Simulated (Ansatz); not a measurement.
## Molecular dynamics, with input and output: CH₄F₂OSi₂

- system: CH₄F₂OSi₂
- method: RKS CAM-B3LYP/STO-3G (Ansatz 0.2.0)

One setting was made poor on purpose. It belongs to a series of runs on one base structure; here: dynamics from the start. Figures and captions count atoms from 1; the log counts them from 0 in places.

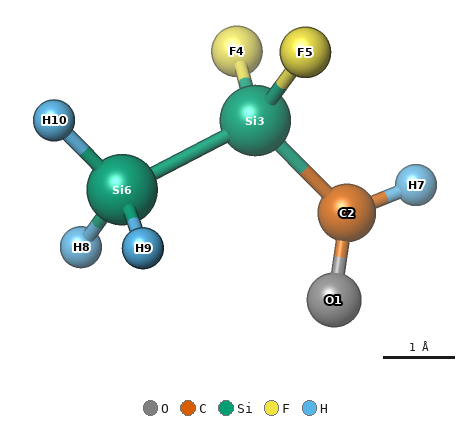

*The starting structure (ball-and-stick view, seen at a tilt; atoms are numbered from 1 in the order of the input).*

Bond lengths as drawn: C–H 1.13 Å, C–O 1.25 Å, C–Si 1.93 Å, F–Si 1.64 Å, H–Si 1.44 Å and Si–Si 2.27 Å.

Results in brief:

```csv
quantity,value
outcome,finished
mean temperature over the second half,44 K
trajectory,"40 steps, 100 fs"
ensemble,nvt_langevin
temperature in the input,50.0 K
time step,2.5 fs
potential energy (last step),−24030.8583 eV
mean-field energy (last step),−24030.8583 eV
largest force (length of the vector) (last step),1.219 eV/Å
hardware,"1 thread of Intel Xeon (Granite Rapids), 64 GiB of memory available, shared host"
wall time,73 s
peak memory,0.22 GiB
```

Notes:

A deliberately poor setting: time step. So short a trajectory is not equilibrated. The logged temperature at the start can lie below the typed one, since it is counted over all degrees of freedom.

The input:
```yaml
crystal:
  periodic: [false, false, false]
  atoms:
    - { symbol: O, position_ang: [1.313064, -1.823337, -0.938261] }
    - { symbol: C, position_ang: [0.804346, -0.829304, -1.503904] }
    - { symbol: Si, position_ang: [-0.221505, 0.530477, -0.607023] }
    - { symbol: F, position_ang: [-1.68385, 0.605178, -1.339208] }
    - { symbol: F, position_ang: [0.472747, 1.973167, -0.948592] }
    - { symbol: Si, position_ang: [-0.363861, 0.118774, 1.617541] }
    - { symbol: H, position_ang: [0.943316, -0.699948, -2.614226] }
    - { symbol: H, position_ang: [-1.001389, -1.149391, 1.849758] }
    - { symbol: H, position_ang: [0.949586, 0.085, 2.202653] }
    - { symbol: H, position_ang: [-1.129455, 1.138284, 2.284261] }
basis:
  gaussian: { orbitals: STO-3G }
hamiltonian:
  xc: cam_b3lyp
md:
  timestep: 2.5
  n_steps: 40
  ensemble: nvt_langevin
  temperature: 50.0
  initial_velocities: maxwell_boltzmann
  seed: 112414
  friction: 0.02
```

Launch command:
```bash
ansatz run input.yaml --threads 1 --pin off --max-ram 2048MiB --backend cpu --events-out ev --progress --plain --runs-dir out
```

The program's output:
```
Engine: ansatz 0.2.0, x86_64-unknown-linux-gnu
Functional definition: CAM-B3LYP
  parameter alpha = 0.19
  parameter beta = 0.46
  parameter omega = 0.33/bohr
  parameter ac = 0.81
  exchange = (1 - alpha - beta)*b88_x + beta*b88_x_sr(omega) + alpha*exact_x + beta*exact_x_lr(omega)
  correlation = (1 - ac)*vwn5_c + ac*lyp_c
588 factors; integrals over basis functions are off by at most 8.9e-6 eV
223 factors; integrals over basis functions are off by at most 4.9e-7 eV
mean field evaluation 1: about -24025.2403 eV, gradient 4.0e1 eV
mean field evaluation 2: about -24021.6984 eV, gradient 6.1e1 eV
mean field evaluation 4: about -24030.9478 eV, gradient 2.3e0 eV
mean field evaluation 8: about -24030.9227 eV, gradient 5.4e-2 eV
mean field -24030.92275552 eV, -883.1201225208 hartree, gradient 3.9e-5 eV, S^2 0.000000; 0 other end points of the search recorded, 0 dependent functions left out
the calculation of the forces begins
reference -24030.92284055 eV, -883.1201256456 hartree; 32, 32 occupied and 10, 10 virtual orbitals, 588 factors
md step     0: t =     0.00 fs  T =    45.0 K  F+E_penalty+E_count = -24030.92275552 eV  E_kin = 0.058167 eV  (25 SCF iters)
these checks for a lower state are left out or cut short: starts, cluster_reference, orbital_swaps, neighbouring_geometries, increment
588 factors; integrals over basis functions are off by at most 8.9e-6 eV
223 factors; integrals over basis functions are off by at most 5.0e-7 eV
mean field evaluation 16: about -24030.9244 eV, gradient 9.5e-1 eV
mean field -24030.88538728 eV, -883.1187492635 hartree, gradient 8.9e-6 eV, S^2 0.000000; 0 other end points of the search recorded, 0 dependent functions left out
[... from here on the field's lines of each further geometry are left out, up to the last ...]
md step     1: t =     2.50 fs  T =    28.1 K  F+E_penalty+E_count = -24030.88538728 eV  E_kin = 0.036324 eV  (32 SCF iters)
md step     2: t =     5.00 fs  T =    30.7 K  F+E_penalty+E_count = -24030.90007951 eV  E_kin = 0.039674 eV  (30 SCF iters)
md step     3: t =     7.50 fs  T =    31.4 K  F+E_penalty+E_count = -24030.88719020 eV  E_kin = 0.040603 eV  (31 SCF iters)
md step     4: t =    10.00 fs  T =    27.6 K  F+E_penalty+E_count = -24030.89418629 eV  E_kin = 0.035617 eV  (30 SCF iters)
md step     5: t =    12.50 fs  T =    29.6 K  F+E_penalty+E_count = -24030.90007352 eV  E_kin = 0.038284 eV  (32 SCF iters)
md step     6: t =    15.00 fs  T =    26.3 K  F+E_penalty+E_count = -24030.89633287 eV  E_kin = 0.033951 eV  (32 SCF iters)
md step     7: t =    17.50 fs  T =    30.8 K  F+E_penalty+E_count = -24030.91114592 eV  E_kin = 0.039812 eV  (31 SCF iters)
md step     8: t =    20.00 fs  T =    21.5 K  F+E_penalty+E_count = -24030.89191374 eV  E_kin = 0.027831 eV  (32 SCF iters)
md step     9: t =    22.50 fs  T =    36.3 K  F+E_penalty+E_count = -24030.91010209 eV  E_kin = 0.046882 eV  (32 SCF iters)
md step    10: t =    25.00 fs  T =    32.2 K  F+E_penalty+E_count = -24030.88787048 eV  E_kin = 0.041654 eV  (29 SCF iters)
md step    11: t =    27.50 fs  T =    37.3 K  F+E_penalty+E_count = -24030.90149093 eV  E_kin = 0.048238 eV  (30 SCF iters)
md step    12: t =    30.00 fs  T =    39.8 K  F+E_penalty+E_count = -24030.88776883 eV  E_kin = 0.051470 eV  (31 SCF iters)
md step    13: t =    32.50 fs  T =    37.6 K  F+E_penalty+E_count = -24030.88793349 eV  E_kin = 0.048588 eV  (32 SCF iters)
md step    14: t =    35.00 fs  T =    35.7 K  F+E_penalty+E_count = -24030.88498282 eV  E_kin = 0.046147 eV  (32 SCF iters)
md step    15: t =    37.50 fs  T =    27.6 K  F+E_penalty+E_count = -24030.87457007 eV  E_kin = 0.035671 eV  (31 SCF iters)
md step    16: t =    40.00 fs  T =    31.1 K  F+E_penalty+E_count = -24030.87750192 eV  E_kin = 0.040141 eV  (27 SCF iters)
md step    17: t =    42.50 fs  T =    32.1 K  F+E_penalty+E_count = -24030.86743125 eV  E_kin = 0.041507 eV  (32 SCF iters)
md step    18: t =    45.00 fs  T =    34.1 K  F+E_penalty+E_count = -24030.88392117 eV  E_kin = 0.044114 eV  (31 SCF iters)
md step    19: t =    47.50 fs  T =    25.9 K  F+E_penalty+E_count = -24030.87541606 eV  E_kin = 0.033518 eV  (31 SCF iters)
md step    20: t =    50.00 fs  T =    28.1 K  F+E_penalty+E_count = -24030.88650210 eV  E_kin = 0.036357 eV  (31 SCF iters)
md step    21: t =    52.50 fs  T =    44.8 K  F+E_penalty+E_count = -24030.88823345 eV  E_kin = 0.057911 eV  (31 SCF iters)
md step    22: t =    55.00 fs  T =    34.0 K  F+E_penalty+E_count = -24030.87924907 eV  E_kin = 0.043971 eV  (30 SCF iters)
md step    23: t =    57.50 fs  T =    37.8 K  F+E_penalty+E_count = -24030.88758386 eV  E_kin = 0.048845 eV  (31 SCF iters)
md step    24: t =    60.00 fs  T =    36.6 K  F+E_penalty+E_count = -24030.87200424 eV  E_kin = 0.047276 eV  (31 SCF iters)
md step    25: t =    62.50 fs  T =    53.8 K  F+E_penalty+E_count = -24030.88507926 eV  E_kin = 0.069563 eV  (31 SCF iters)
md step    26: t =    65.00 fs  T =    37.2 K  F+E_penalty+E_count = -24030.86634322 eV  E_kin = 0.048063 eV  (31 SCF iters)
md step    27: t =    67.50 fs  T =    46.0 K  F+E_penalty+E_count = -24030.87314775 eV  E_kin = 0.059441 eV  (31 SCF iters)
md step    28: t =    70.00 fs  T =    38.3 K  F+E_penalty+E_count = -24030.86718292 eV  E_kin = 0.049519 eV  (31 SCF iters)
md step    29: t =    72.50 fs  T =    38.0 K  F+E_penalty+E_count = -24030.87125989 eV  E_kin = 0.049072 eV  (32 SCF iters)
md step    30: t =    75.00 fs  T =    41.5 K  F+E_penalty+E_count = -24030.87548602 eV  E_kin = 0.053654 eV  (31 SCF iters)
md step    31: t =    77.50 fs  T =    45.3 K  F+E_penalty+E_count = -24030.86608812 eV  E_kin = 0.058511 eV  (31 SCF iters)
md step    32: t =    80.00 fs  T =    50.4 K  F+E_penalty+E_count = -24030.89070815 eV  E_kin = 0.065159 eV  (31 SCF iters)
md step    33: t =    82.50 fs  T =    46.4 K  F+E_penalty+E_count = -24030.86623105 eV  E_kin = 0.059950 eV  (31 SCF iters)
md step    34: t =    85.00 fs  T =    49.2 K  F+E_penalty+E_count = -24030.86457509 eV  E_kin = 0.063585 eV  (27 SCF iters)
md step    35: t =    87.50 fs  T =    49.6 K  F+E_penalty+E_count = -24030.84734303 eV  E_kin = 0.064049 eV  (31 SCF iters)
md step    36: t =    90.00 fs  T =    53.2 K  F+E_penalty+E_count = -24030.86298296 eV  E_kin = 0.068789 eV  (31 SCF iters)
md step    37: t =    92.50 fs  T =    41.3 K  F+E_penalty+E_count = -24030.84426362 eV  E_kin = 0.053420 eV  (31 SCF iters)
md step    38: t =    95.00 fs  T =    52.4 K  F+E_penalty+E_count = -24030.85647827 eV  E_kin = 0.067782 eV  (31 SCF iters)
md step    39: t =    97.50 fs  T =    51.3 K  F+E_penalty+E_count = -24030.86530480 eV  E_kin = 0.066276 eV  (30 SCF iters)
the calculation of the forces begins
reference -24030.85828789 eV, -883.1177533794 hartree; 32, 32 occupied and 10, 10 virtual orbitals, 588 factors
588 factors; integrals over basis functions are off by at most 1.2e-5 eV
223 factors; integrals over basis functions are off by at most 4.8e-7 eV
mean field -24030.85820309 eV, -883.1177502630 hartree, gradient 8.8e-6 eV, S^2 0.000000; 1 other end points of the search recorded, 0 dependent functions left out
the calculation of the forces begins
reference -24030.85828789 eV, -883.1177533794 hartree; 32, 32 occupied and 10, 10 virtual orbitals, 588 factors
md step    40: t =   100.00 fs  T =    46.3 K  F+E_penalty+E_count = -24030.85820309 eV  E_kin = 0.059853 eV  (27 SCF iters)
```

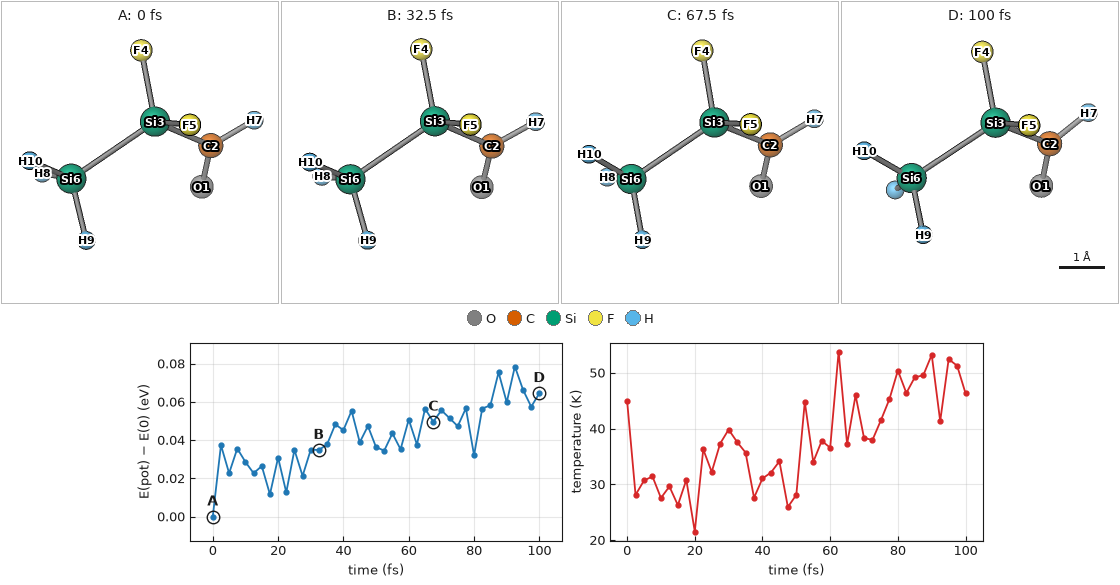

*Frames of the molecular dynamics (ball-and-stick, seen at a tilt) above the curves, on which the letters mark them.*

The trajectory kept here has 41 frames over 100 fs. The temperature starts at 45 K, ranges from 22 to 54 K and averages 44 K over the second half. The potential energy ends 0.065 eV above its first value. After an unweighted best fit of the last frame on the first, the root-mean-square displacement is 0.23 Å, and H8 has moved furthest (0.37 Å).

```
Total energy: -24030.85828789 eV, -883.1177533794 hartree
Atom 0 at     1.288717    -1.807168    -0.988568 Å, force     0.504792    -0.790404     0.171152 eV/Å
Atom 1 at     0.741569    -0.856909    -1.568178 Å, force    -0.505547     1.094746     0.178668 eV/Å
Atom 2 at    -0.178937     0.573264    -0.660984 Å, force    -0.170942    -0.180852    -0.161800 eV/Å
Atom 3 at    -1.650838     0.578738    -1.374907 Å, force    -0.110960     0.202846    -0.049104 eV/Å
Atom 4 at     0.488582     2.023890    -1.021391 Å, force     0.005512    -0.079443    -0.065576 eV/Å
Atom 5 at    -0.311518     0.188191     1.553260 Å, force     0.770419    -0.185426    -0.266086 eV/Å
Atom 6 at     0.686715    -0.796662    -2.682253 Å, force     0.183967    -0.251084    -0.367017 eV/Å
Atom 7 at    -0.482088    -1.203666     1.809467 Å, force    -0.207239    -0.313399     0.049874 eV/Å
Atom 8 at     0.922438     0.568247     2.165169 Å, force     0.210588     0.128455     0.140770 eV/Å
Atom 9 at    -1.344877     0.932079     2.154870 Å, force    -0.680590     0.374561     0.369118 eV/Å
Dipole moment:    -0.085726     0.137992     0.042815 e Å
```

Trajectory as extended XYZ (Å, eV, eV/Å), 10 of the 41 frames kept, from step=0 to step=40:
```
10
Properties=species:S:1:pos:R:3:forces:R:3 step=0 time_fs=0.0 energy=-24030.92276 temperature=45.0
O     1.3131   -1.8233   -0.9383   -0.0028   0.0063  -0.0028
C     0.8043   -0.8293   -1.5039   -0.0012   0.0004   0.0042
Si   -0.2215    0.5305   -0.6070    0.0014  -0.0012  -0.0007
F    -1.6838    0.6052   -1.3392    0.0029  -0.0008   0.0004
F     0.4727    1.9732   -0.9486   -0.0006  -0.0034   0.0000
Si   -0.3639    0.1188    1.6175   -0.0004   0.0004   0.0008
H     0.9433   -0.6999   -2.6142    0.0010  -0.0018  -0.0023
H    -1.0014   -1.1494    1.8498   -0.0002   0.0002  -0.0002
H     0.9496    0.0850    2.2027   -0.0003   0.0001   0.0000
H    -1.1295    1.1383    2.2843    0.0001  -0.0003   0.0006
10
Properties=species:S:1:pos:R:3:forces:R:3 step=4 time_fs=10.0 energy=-24030.89419 temperature=27.6
O     1.3204   -1.8356   -0.9542   -0.0399   0.0807   0.0969
C     0.7915   -0.8390   -1.4949   -0.0489   0.0595  -0.5318
Si   -0.2357    0.5278   -0.6124    0.8548   0.2531   0.4225
F    -1.6891    0.6081   -1.3245   -0.5050   0.0059  -0.2704
F     0.4731    1.9739   -0.9637   -0.1751  -0.3376   0.0377
Si   -0.3437    0.1290    1.6178    0.6780  -0.3027  -0.3211
H     0.9008   -0.7005   -2.6161    0.0307  -0.0772   0.2492
H    -0.9633   -1.1422    1.8289   -0.1470  -0.1758   0.0985
H     0.9816    0.0819    2.2118   -0.3584   0.1020  -0.1650
H    -1.1190    1.1342    2.2471   -0.2891   0.3921   0.3834
10
Properties=species:S:1:pos:R:3:forces:R:3 step=9 time_fs=22.5 energy=-24030.91010 temperature=36.3
O     1.3232   -1.8370   -0.9581   -0.1981   0.2240  -0.0667
C     0.7991   -0.8468   -1.5213    0.1255   0.1198  -0.0497
Si   -0.2246    0.5382   -0.6202   -0.1990  -0.3144  -0.2277
F    -1.7088    0.6133   -1.3363    0.4041  -0.0269   0.2030
F     0.4689    1.9751   -0.9825    0.0058   0.0016  -0.0202
Si   -0.3201    0.1397    1.6125   -0.0716   0.1482   0.0749
H     0.9545   -0.7075   -2.6355   -0.0946  -0.0377   0.2210
H    -0.9612   -1.1158    1.8817    0.0109  -0.1074  -0.0298
H     0.9928    0.1307    2.1969    0.0642  -0.0624  -0.0635
H    -1.0726    1.1582    2.2929   -0.0473   0.0551  -0.0413
10
Properties=species:S:1:pos:R:3:forces:R:3 step=13 time_fs=32.5 energy=-24030.88793 temperature=37.6
O     1.3160   -1.8217   -0.9593   -0.0547   0.1580  -0.0441
C     0.8095   -0.8355   -1.5442   -0.1729  -0.0587   0.2880
Si   -0.2256    0.5430   -0.6344   -0.0271  -0.0471  -0.1050
F    -1.7130    0.6266   -1.3402    0.3763  -0.0604   0.1675
F     0.4714    1.9842   -1.0165   -0.1425  -0.2514   0.1217
Si   -0.3145    0.1493    1.6251    0.7453  -0.0613  -0.8879
H     0.9480   -0.7446   -2.6589   -0.0580   0.1445   0.0260
H    -0.8926   -1.1202    1.9129   -0.2275  -0.3054   0.0467
H     1.0313    0.1503    2.1350   -0.0335   0.0151   0.0388
H    -1.0412    1.1653    2.2865   -0.4053   0.4666   0.3482
10
Properties=species:S:1:pos:R:3:forces:R:3 step=18 time_fs=45.0 energy=-24030.88392 temperature=34.1
O     1.3009   -1.7898   -0.9609    0.3746  -0.5020   0.1642
C     0.7941   -0.8156   -1.5473   -0.5242   0.3225   0.2400
Si   -0.2214    0.5471   -0.6484   -0.0804   0.1071   0.5865
F    -1.7001    0.6239   -1.3408   -0.0760  -0.0645  -0.0352
F     0.4557    1.9842   -1.0421    0.0286   0.0321   0.0759
Si   -0.3047    0.1581    1.6260   -0.1287   0.2593  -0.7352
H     0.8780   -0.7240   -2.6563    0.1301   0.0185  -0.3657
H    -0.8442   -1.1319    1.9117   -0.1959  -0.2673  -0.0256
H     1.0272    0.1658    2.1204    0.4546   0.0758   0.2191
H    -1.0692    1.1355    2.3582    0.0173   0.0184  -0.1239
10
Properties=species:S:1:pos:R:3:forces:R:3 step=22 time_fs=55.0 energy=-24030.87925 temperature=34.0
O     1.2921   -1.7882   -0.9661   -0.2484   0.4484  -0.4072
C     0.7688   -0.8043   -1.5573    0.4262  -0.7216   0.9574
Si   -0.2161    0.5559   -0.6361   -0.2505   0.0509   0.0633
F    -1.6888    0.6156   -1.3508   -0.0573  -0.0173   0.1120
F     0.4500    1.9896   -1.0453    0.1115   0.1485   0.0689
Si   -0.2965    0.1649    1.6169    0.3747   0.3279  -0.8740
H     0.8929   -0.7090   -2.6594   -0.0167   0.0811  -0.4193
H    -0.8600   -1.1105    1.8400   -0.1640  -0.7128   0.1684
H     1.0171    0.2473    2.1747    0.2174  -0.1117   0.0960
H    -1.1067    1.1057    2.2951   -0.3929   0.5064   0.2346
10
Properties=species:S:1:pos:R:3:forces:R:3 step=27 time_fs=67.5 energy=-24030.87315 temperature=46.0
O     1.2900   -1.7827   -0.9786    0.3640  -0.7001   0.3439
C     0.7625   -0.8172   -1.5551   -0.1050   0.6094  -0.8108
Si   -0.2098    0.5660   -0.6297    0.0638   0.4217  -0.9470
F    -1.6878    0.6059   -1.3536    0.1697   0.0517   0.2631
F     0.4657    2.0131   -1.0587   -0.2065  -0.4602   0.2432
Si   -0.2845    0.1770    1.5856   -0.4155  -0.2268  -0.3109
H     0.8606   -0.7359   -2.6953   -0.1474   0.0492   0.6468
H    -0.7877   -1.1457    1.8117   -0.1069  -0.0996   0.0424
H     0.9868    0.2659    2.2030    0.5599   0.1525   0.2177
H    -1.1788    1.1215    2.1679   -0.1761   0.2021   0.3116
10
Properties=species:S:1:pos:R:3:forces:R:3 step=31 time_fs=77.5 energy=-24030.86609 temperature=45.3
O     1.2928   -1.7935   -0.9822   -0.2253   0.4864  -0.5167
C     0.7464   -0.8156   -1.5569    0.2792  -0.3493  -0.3139
Si   -0.1982    0.5770   -0.6466    0.0004   0.1479  -0.3958
F    -1.6762    0.5934   -1.3523   -0.0443   0.1388   0.0639
F     0.4793    2.0161   -1.0567   -0.1072  -0.1890   0.0949
Si   -0.2857    0.1808    1.5634    0.5628  -0.0478  -0.0492
H     0.7529   -0.7256   -2.7018    0.1523  -0.2712   0.7347
H    -0.7311   -1.1383    1.8196   -0.1946  -0.6165   0.0082
H     0.9917    0.3343    2.1978    0.1173   0.0840  -0.0341
H    -1.2015    1.0508    2.1831   -0.5405   0.6168   0.4080
10
Properties=species:S:1:pos:R:3:forces:R:3 step=36 time_fs=90.0 energy=-24030.86298 temperature=53.2
O     1.2837   -1.8075   -0.9928   -0.1693   0.5063  -0.0417
C     0.7378   -0.8204   -1.5535    0.4949  -1.0012  -0.1192
Si   -0.1813    0.5840   -0.6626   -0.3147  -0.5818   0.4408
F    -1.6515    0.5804   -1.3562   -0.4195   0.1938  -0.2204
F     0.4819    2.0090   -1.0358    0.2907   0.6119  -0.1996
Si   -0.2992    0.1825    1.5577   -0.0272   0.0156  -0.3984
H     0.7097   -0.8224   -2.6787   -0.0157   0.2245  -0.0356
H    -0.6001   -1.1941    1.7982   -0.1089  -0.1934   0.0685
H     0.9633    0.4783    2.1255    0.5494   0.0883   0.3482
H    -1.2716    1.0125    2.1891   -0.2799   0.1361   0.1574
10
Properties=species:S:1:pos:R:3:forces:R:3 step=40 time_fs=100.0 energy=-24030.85820 temperature=46.3
O     1.2887   -1.8072   -0.9886    0.5048  -0.7904   0.1712
C     0.7416   -0.8569   -1.5682   -0.5055   1.0947   0.1787
Si   -0.1789    0.5733   -0.6610   -0.1709  -0.1809  -0.1618
F    -1.6508    0.5787   -1.3749   -0.1110   0.2028  -0.0491
F     0.4886    2.0239   -1.0214    0.0055  -0.0794  -0.0656
Si   -0.3115    0.1882    1.5533    0.7704  -0.1854  -0.2661
H     0.6867   -0.7967   -2.6823    0.1840  -0.2511  -0.3670
H    -0.4821   -1.2037    1.8095   -0.2072  -0.3134   0.0499
H     0.9224    0.5682    2.1652    0.2106   0.1285   0.1408
H    -1.3449    0.9321    2.1549   -0.6806   0.3746   0.3691
```
